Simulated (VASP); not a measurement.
# A VASP study of InPd (PBEsol): structure first, properties next

Aim: relax InPd, then compute properties on the relaxed cell. The steps: relaxing cell and atoms (PBEsol), second relaxation, single point with fields (PBEsol), bands along the symmetry lines (PBEsol), total and projected DOS (PBEsol), zone-centre phonons (PBEsol) and field gradients at the nuclei (PBEsol). The start is a computed cell from the Materials Project.

Method: PBEsol; plane waves and PAW (In_d, Pd), in VASP 6.6.1.

**1. The structure**

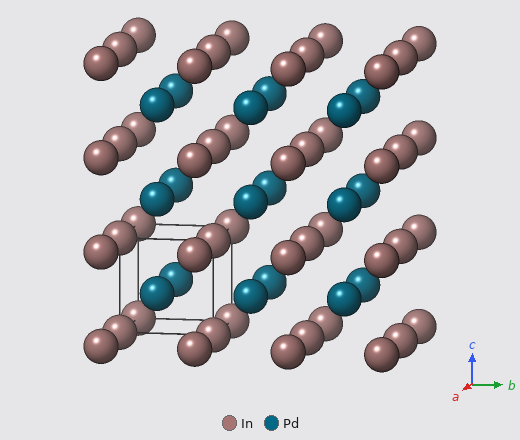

The starting structure, seen slightly off an axis (indium brown, palladium blue). 2×3×3 cells are drawn. Some periodic images of atoms are drawn too.

Coordinates:

```cif
data_structure
_symmetry_space_group_name_H-M 'P 1'
_symmetry_Int_Tables_number 1
_cell_length_a 3.2719
_cell_length_b 3.2719
_cell_length_c 3.2719
_cell_angle_alpha 90.000
_cell_angle_beta 90.000
_cell_angle_gamma 90.000
_cell_volume 35.03
loop_
_atom_site_label
_atom_site_type_symbol
_atom_site_fract_x
_atom_site_fract_y
_atom_site_fract_z
_atom_site_occupancy
In1 In 0.00000 0.00000 0.00000 1
Pd2 Pd 0.50000 0.50000 0.50000 1
```

**2. Relaxing cell and atoms (PBEsol)**

Properties are meant for the cell that this level of theory prefers, so cell and atoms are relaxed first (ISIF = 3) until forces and stress are small; EDIFFG sets the threshold. PBEsol restores the gradient expansion of exchange and is tuned for the cells of solids.

File INCAR:

```
SYSTEM = InPd
PREC = Accurate
ENCUT = 400
EDIFF = 1E-06
NELM = 100
ISMEAR = 1
SIGMA = 0.2
LREAL = .FALSE.
ALGO = Normal
GGA = PS
NBANDS = 17
LASPH = .TRUE.
LORBIT = 11
LWAVE = .FALSE.
LCHARG = .FALSE.
KPAR = 2
IBRION = 2
NSW = 60
ISIF = 3
EDIFFG = -0.01
```

File POSCAR:

```
InPd
1.0
    3.2718847800      0.0000000000      0.0000000000
    0.0000000000      3.2718847800      0.0000000000
    0.0000000000      0.0000000000      3.2718847800
In Pd
1 1
Direct
    0.0000000000      0.0000000000      0.0000000000
    0.5000000000      0.5000000000      0.5000000000
```

File KPOINTS:

```
Automatic mesh
0
Gamma
6 6 6
0 0 0
```

Potentials, in the order of the species: In_d and Pd (PBE family, release 64).

Started as:

```sh
> mpirun -np 2 vasp_std
```

Output:

```text
[banner, memory and clock lines left out]
running    2 mpi-ranks, on    1 nodes
 distrk:  each k-point on    1 cores,    2 groups
 distr:  one band on    1 cores,    1 groups

 POSCAR found type information on POSCAR InPd
 POSCAR found :  2 types and       2 ions
|                                                                             |
|               ----> ADVICE to this user running VASP <----                  |
|                                                                             |
|     You enforced a specific xc type in the INCAR file but a different       |
|     [... a line on the potential file left out ...]
|     I HOPE YOU KNOW WHAT YOU ARE DOING!                                     |
|                                                                             |

 LDA part: xc-table for (Slater+PW92), standard interpolation
 POSCAR, INCAR and KPOINTS ok, starting setup
 FFT: planning ... GRIDC
 FFT: planning ... GRID_SOFT
 FFT: planning ... GRID
 WAVECAR not read
 entering main loop
       N       E                     dE             d eps       ncg     rms          rms(c)
DAV:   1     0.146150199340E+03    0.14615E+03   -0.95668E+03   704   0.145E+03
DAV:   2    -0.280598201407E+01   -0.14896E+03   -0.14422E+03   698   0.340E+02
DAV:   3    -0.101033384744E+02   -0.72974E+01   -0.72481E+01   768   0.842E+01
DAV:   4    -0.102567606392E+02   -0.15342E+00   -0.15336E+00   861   0.106E+01
DAV:   5    -0.102623733891E+02   -0.56127E-02   -0.56125E-02   937   0.194E+00    0.681E+00
DAV:   6    -0.100200499353E+02    0.24232E+00   -0.79315E-01   748   0.107E+01    0.297E+00
DAV:   7    -0.997782248389E+01    0.42227E-01   -0.94002E-02   894   0.529E+00    0.169E+00
DAV:   8    -0.996587016094E+01    0.11952E-01   -0.28971E-02   829   0.174E+00    0.410E-01
DAV:   9    -0.996474827814E+01    0.11219E-02   -0.20382E-03   869   0.760E-01    0.791E-02
DAV:  10    -0.996472645476E+01    0.21823E-04   -0.44766E-05   982   0.886E-02    0.235E-02
DAV:  11    -0.996472576772E+01    0.68704E-06   -0.36165E-06   718   0.179E-02
   1 F= -.99647258E+01 E0= -.99659359E+01  d E =-.996473E+01
 curvature:   0.00 expect dE= 0.000E+00 dE for cont linesearch  0.000E+00
 trial: gam= 0.00000 g(F)=  0.000E+00 g(S)=  0.256E-01 ort = 0.000E+00 (trialstep = 0.100E+01)
 search vector abs. value=  0.256E-01
 bond charge predicted
       N       E                     dE             d eps       ncg     rms          rms(c)
DAV:   1    -0.105268040263E+02   -0.56208E+00   -0.10489E+01   740   0.507E+01    0.546E+00
DAV:   2    -0.100293468768E+02    0.49746E+00   -0.20896E+00   700   0.182E+01    0.159E+00
DAV:   3    -0.997353344828E+01    0.55813E-01   -0.16384E-01   874   0.749E+00    0.657E-01
DAV:   4    -0.996486091729E+01    0.86725E-02   -0.21175E-02  1010   0.241E+00    0.745E-01
DAV:   5    -0.996461374298E+01    0.24717E-03   -0.53808E-04   687   0.206E-01    0.609E-01
DAV:   6    -0.996399715520E+01    0.61659E-03   -0.10893E-03   797   0.277E-01    0.389E-02
DAV:   7    -0.996400655201E+01   -0.93968E-05   -0.32020E-05   975   0.498E-02    0.162E-02
DAV:   8    -0.996400699048E+01   -0.43847E-06   -0.68313E-07   530   0.105E-02
   2 F= -.99640070E+01 E0= -.99652204E+01  d E =0.718777E-03
 trial-energy change:    0.000719  1 .order    0.001602   -0.025580    0.028785
 step:   0.4949(harm=  0.4705)  dis= 0.00000  next Energy=    -9.971163 (dE=-0.644E-02)
 bond charge predicted
       N       E                     dE             d eps       ncg     rms          rms(c)
DAV:   1    -0.101125324421E+02   -0.14853E+00   -0.27650E+00   739   0.280E+01    0.254E+00
DAV:   2    -0.998867945319E+01    0.12385E+00   -0.50664E-01   699   0.884E+00    0.865E-01
DAV:   3    -0.997416522046E+01    0.14514E-01   -0.40901E-02   868   0.354E+00    0.366E-01
DAV:   4    -0.997154250713E+01    0.26227E-02   -0.68474E-03  1008   0.140E+00    0.333E-01
DAV:   5    -0.997149778276E+01    0.44724E-04   -0.15939E-04   684   0.121E-01    0.285E-01
DAV:   6    -0.997130294585E+01    0.19484E-03   -0.22305E-04   706   0.107E-01    0.599E-02
DAV:   7    -0.997129695816E+01    0.59877E-05   -0.16098E-05   842   0.325E-02    0.529E-03
DAV:   8    -0.997129705296E+01   -0.94799E-07   -0.37887E-07   430   0.675E-03
   3 F= -.99712971E+01 E0= -.99724909E+01  d E =-.657129E-02
 curvature:  -0.23 expect dE=-0.101E-06 dE for cont linesearch -0.101E-06
 trial: gam= 0.00000 g(F)=  0.196E-65 g(S)=  0.430E-06 ort =-0.105E-03 (trialstep = 0.899E+00)
 search vector abs. value=  0.430E-06
 reached required accuracy - stopping structural energy minimisation
```

The job ended after 11 s (2 MPI ranks of Intel Xeon Platinum 8259CL at 2.50GHz (Skylake/Cascade Lake), shared host; peak memory 0.27 GiB).

The logs omit lines about the potential files and the build; timing stands in the text.

Parts of OUTCAR (step 2):

```text
ion  position               nearest neighbor table
   1  0.000  0.000  0.000-   2 2.83   2 2.83   2 2.83   2 2.83   2 2.83   2 2.83   2 2.83   2 2.83

  LATTYP: Found a simple cubic cell.
 ALAT       =     3.2718847800

 Subroutine GETGRP returns: Found 48 space group operations
 (whereof 48 operations were pure point group operations)

The static configuration has the point symmetry O_h .

 Found     20 irreducible k-points:

   k-points           NKPTS =     20   k-points in BZ     NKDIM =     20   number of bands    NBANDS=     17

   dimension x,y,z NGX =    24 NGY =   24 NGZ =   24
   dimension x,y,z NGXF=    48 NGYF=   48 NGZF=   48

   ENCUT  =  400.0 eV  29.40 Ry    5.42 a.u.   5.34  5.34  5.34*2*pi/ulx,y,z

   NELECT =      23.0000    total number of electrons

 k-points in reciprocal lattice and weights: Automatic mesh
   0.00000000  0.00000000  0.00000000       0.005
   0.16666667  0.00000000  0.00000000       0.028
   0.33333333  0.00000000  0.00000000       0.028
   0.50000000  0.00000000  0.00000000       0.014
   0.16666667  0.16666667  0.00000000       0.056
   0.33333333  0.16666667  0.00000000       0.111
   0.50000000  0.16666667  0.00000000       0.056
   0.33333333  0.33333333  0.00000000       0.056
   0.50000000  0.33333333  0.00000000       0.056
[...]
0.50000000  0.50000000  0.33333333       0.028
   0.50000000  0.50000000  0.50000000       0.005

 average (electrostatic) potential at core
       1 -90.4667       2 -69.9939

 E-fermi :  10.6676

 k-point     1 :       0.0000    0.0000    0.0000
  band No.  band energies     occupation
    ...
      7       6.7064      2.00000
      8       6.7064      2.00000
      9       8.3040      2.00000
     10       8.3040      2.00000
     11       8.3040      2.00000
     12      14.8592      0.00000
     13      14.8592      0.00000
     14      14.8592      0.00000
     15      20.2978      0.00000
     16      21.3887      0.00000
    ...

 k-point     2 :       0.1667    0.0000    0.0000
  band No.  band energies     occupation
    ...
      7       6.7067      2.00000
      8       6.7514      2.00000
      9       7.9952      2.00000
     10       7.9952      2.00000
     11       8.2826      2.00000
     12      12.5736     -0.00000
     13      15.7313      0.00000
     14      15.7313      0.00000
     15      20.7506      0.00000
     16      21.2158      0.00000
    ...

 k-point     3 :       0.3333    0.0000    0.0000
  band No.  band energies     occupation
    ...
      8       6.7075      2.00000
      9       7.4894      2.00000
     10       7.4894      2.00000
     11       8.2403      2.00000
     12      10.0616      2.00016
     13      17.9076      0.00000
     14      17.9076      0.00000
     15      20.8324      0.00000
     16      20.9813      0.00000
     17      24.2730      0.00000

  Total        0.0024381      0.0024381      0.0024381      0.0000000      0.0000000     -0.0000000
  in kB        0.1139326      0.1139326      0.1139326      0.0000000      0.0000000     -0.0000000
  external PRESSURE =       0.1139326 kB  Pullay stress =       0.0000000 kB

  energy-cutoff  :      400.00
  volume of cell :       34.29
      direct lattice vectors                 reciprocal lattice vectors
     3.248662185  0.000000000 -0.000000000     0.307819017 -0.000000000 -0.000000000
     0.000000000  3.248662185 -0.000000000    -0.000000000  0.307819017  0.000000000
     0.000000000 -0.000000000  3.248662185     0.000000000  0.000000000  0.307819017

 POSITION                                       TOTAL-FORCE (eV/Angst)
 -----------------------------------------------------------------------------------
      0.00000      0.00000      0.00000        -0.000000      0.000000      0.000000
      1.62433      1.62433      1.62433         0.000000     -0.000000      0.000000
 -----------------------------------------------------------------------------------
    total drift:                                0.000000      0.000000     -0.000000

  FREE ENERGIE OF THE ION-ELECTRON SYSTEM (eV)
  ---------------------------------------------------
  free  energy   TOTEN  =        -9.9712970530 eV

  energy  without entropy=       -9.9748787263  energy(sigma->0) =       -9.97249094

 reached required accuracy - stopping structural energy minimisation

 total charge
# of ion       s       p       d       tot
------------------------------------------
    1        0.812   0.765   9.903  11.480
    2        0.421   0.441   8.646   9.508
--------------------------------------------------
tot          1.234   1.206  18.549  20.988

[... 3 further parts left out ...]
```

CONTCAR:

```
InPd
   1.00000000000000
     3.2486621846024288    0.0000000000000000   -0.0000000000000000
     0.0000000000000000    3.2486621846024288   -0.0000000000000000
     0.0000000000000000   -0.0000000000000000    3.2486621846024288
  In              Pd
     1     1
Direct
     0.0000000000000000    0.0000000000000000    0.0000000000000000
     0.5000000000000000    0.5000000000000000    0.5000000000000000
```

This run has no spin polarisation. Its electron count is odd, so without a moment it is a metal by construction. The k-mesh is coarse for a metal. The PAW data sets were made with PBE, which is usual practice but a small mismatch for other functionals. The run keeps the 48 symmetry operations of its start, so it cannot find a distortion of lower symmetry.

Relaxation path:

```tsv
step	energy less that of the first step (eV)	largest force (eV/Å)	pressure (GPa)	volume (Å³)
1	0.0000	0.0000	-2.72	35.03
2	0.0007	0.0000	3.20	33.54
3	-0.0066	0.0000	0.01	34.29
```

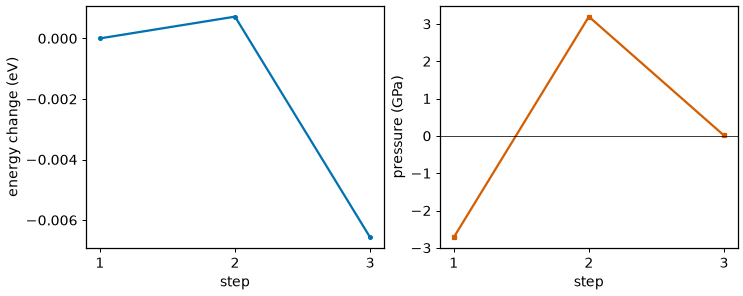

Energy and pressure along the relaxation.

```tsv
conventional cell, symmetrised	before	after	change
a (Å)	3.272	3.249	-0.7 %
b (Å)	3.272	3.249	-0.7 %
c (Å)	3.272	3.249	-0.7 %
volume (Å³/atom)	17.51	17.14	-2.1 %
```

The relaxed structure:

```xyz
2
Lattice="3.2487 0.0000 0.0000 0.0000 3.2487 0.0000 0.0000 0.0000 3.2487" Properties=species:S:1:pos:R:3 pbc="T T T"
In    0.0000    0.0000    0.0000
Pd    1.6243    1.6243    1.6243
```

Numbers from this step:

* electrons: 23
* bands: 17
* irreducible k-points: 20
* symmetry operations: 48
* free energy (TOTEN): -9.971 eV
* energy at zero smearing: -9.972 eV
* Fermi energy: 10.67 eV
* pressure: 0.01139 GPa
* metallic: yes
* SCF cycles over all ionic steps: 27

It ends with forces that vanish by symmetry and a pressure of 0.01 GPa.

**3. Second relaxation**

A relaxation keeps the plane waves of the cell it began with, so it is repeated from the new cell, on a basis made for it.

INCAR is that of step 2.

File POSCAR:

```
InPd
1.0
    3.2486621846      0.0000000000      0.0000000000
    0.0000000000      3.2486621846      0.0000000000
    0.0000000000      0.0000000000      3.2486621846
In Pd
1 1
Direct
    0.0000000000      0.0000000000      0.0000000000
    0.5000000000      0.5000000000      0.5000000000
```

KPOINTS is that of step 2.

Started as:

```sh
> mpirun -np 2 vasp_std
```

Output:

```text
[banner, memory and clock lines left out]
running    2 mpi-ranks, on    1 nodes
 distrk:  each k-point on    1 cores,    2 groups
 distr:  one band on    1 cores,    1 groups

 POSCAR found type information on POSCAR InPd
 POSCAR found :  2 types and       2 ions
 [... a notice as in an earlier step ...]

 LDA part: xc-table for (Slater+PW92), standard interpolation
 POSCAR, INCAR and KPOINTS ok, starting setup
 FFT: planning ... GRIDC
 FFT: planning ... GRID_SOFT
 FFT: planning ... GRID
 WAVECAR not read
 entering main loop
       N       E                     dE             d eps       ncg     rms          rms(c)
DAV:   1     0.146279327464E+03    0.14628E+03   -0.97165E+03   696   0.148E+03
DAV:   2    -0.312610317588E+01   -0.14941E+03   -0.14395E+03   702   0.339E+02
DAV:   3    -0.101324392351E+02   -0.70063E+01   -0.69354E+01   797   0.828E+01
DAV:   4    -0.102708058391E+02   -0.13837E+00   -0.13828E+00   833   0.101E+01
DAV:   5    -0.102776180808E+02   -0.68122E-02   -0.68119E-02   984   0.214E+00    0.719E+00
DAV:   6    -0.100272646905E+02    0.25035E+00   -0.80050E-01   721   0.108E+01    0.315E+00
DAV:   7    -0.998337660652E+01    0.43888E-01   -0.91440E-02   876   0.543E+00    0.175E+00
DAV:   8    -0.997131854506E+01    0.12058E-01   -0.28001E-02   841   0.172E+00    0.425E-01
DAV:   9    -0.997016706720E+01    0.11515E-02   -0.20694E-03   875   0.772E-01    0.836E-02
DAV:  10    -0.997014394196E+01    0.23125E-04   -0.43185E-05   961   0.906E-02    0.261E-02
DAV:  11    -0.997014332357E+01    0.61839E-06   -0.36238E-06   724   0.180E-02
   1 F= -.99701433E+01 E0= -.99713373E+01  d E =-.997014E+01
 curvature:   0.00 expect dE= 0.000E+00 dE for cont linesearch  0.000E+00
 trial: gam= 0.00000 g(F)=  0.000E+00 g(S)=  0.829E-06 ort = 0.000E+00 (trialstep = 0.100E+01)
 search vector abs. value=  0.829E-06
 reached required accuracy - stopping structural energy minimisation
```

It took 4.4 s on 2 MPI ranks; peak memory 0.26 GiB.

OUTCAR, selected parts (step 3):

```text
  LATTYP: Found a simple cubic cell.
 ALAT       =     3.2486621846

The static configuration has the point symmetry O_h .

 Found     20 irreducible k-points:

   ENCUT  =  400.0 eV  29.40 Ry    5.42 a.u.   5.30  5.30  5.30*2*pi/ulx,y,z

   NELECT =      23.0000    total number of electrons

 E-fermi :  10.6675

 k-point     1 :       0.0000    0.0000    0.0000
  band No.  band energies     occupation
    ...
      7       6.7062      2.00000
      8       6.7062      2.00000
      9       8.3038      2.00000
     10       8.3038      2.00000
     11       8.3038      2.00000
     12      14.8592      0.00000
     13      14.8592      0.00000
     14      14.8592      0.00000
     15      20.2976      0.00000
     16      21.3888      0.00000
    ...

 k-point     2 :       0.1667    0.0000    0.0000
  band No.  band energies     occupation
    ...
      7       6.7066      2.00000
      8       6.7513      2.00000
      9       7.9951      2.00000
     10       7.9951      2.00000
     11       8.2825      2.00000
     12      12.5736     -0.00000
     13      15.7313      0.00000
     14      15.7313      0.00000
     15      20.7505      0.00000
     16      21.2159      0.00000
    ...

  Total        0.0033846      0.0033846      0.0033846     -0.0000000      0.0000000     -0.0000000
  in kB        0.1581634      0.1581634      0.1581634     -0.0000000      0.0000000     -0.0000000
  external PRESSURE =       0.1581634 kB  Pullay stress =       0.0000000 kB

  energy-cutoff  :      400.00
  volume of cell :       34.29
      direct lattice vectors                 reciprocal lattice vectors
     3.248662185  0.000000000  0.000000000     0.307819017  0.000000000  0.000000000
     0.000000000  3.248662185  0.000000000     0.000000000  0.307819017  0.000000000
     0.000000000  0.000000000  3.248662185     0.000000000  0.000000000  0.307819017

 POSITION                                       TOTAL-FORCE (eV/Angst)
 -----------------------------------------------------------------------------------
      0.00000      0.00000      0.00000         0.000000      0.000000      0.000000
      1.62433      1.62433      1.62433         0.000000      0.000000      0.000000
 -----------------------------------------------------------------------------------
    total drift:                                0.000000      0.000000     -0.000000

  FREE ENERGIE OF THE ION-ELECTRON SYSTEM (eV)
  ---------------------------------------------------
  free  energy   TOTEN  =        -9.9701433236 eV

  energy  without entropy=       -9.9737253671  energy(sigma->0) =       -9.97133734

[... 6 parts as in an earlier step ...]

[... 6 further parts left out ...]
```

Little changed from the start: no atom moved by 0.005 Å and no cell edge by 0.1 %.

This step gave:

* free energy (TOTEN): -9.970 eV
* energy at zero smearing: -9.971 eV
* pressure: 0.01582 GPa
* SCF cycles over all ionic steps: 11

It ends with forces that vanish by symmetry and a pressure of 0.02 GPa. The volume moved by under 0.01 %: the run met its threshold at the first step.

(Part 1 of 3 ends here.)

[Lines on the potential files, build, host, timing and source positions are cut from VASP's logs without a mark.]

[Logs are printed without paths, hosts, clocks, repeated set-up lines and the standing remarks that a program may print on its own settings, such as how far it seeks lower states.]

[Hosts, paths, dates, database ids (printed as entryN), source tags and the programs' standing remarks are cut or masked in the printed files.]

[A measured line is paired with the nearest computed mode of its activity, which favours agreement.]
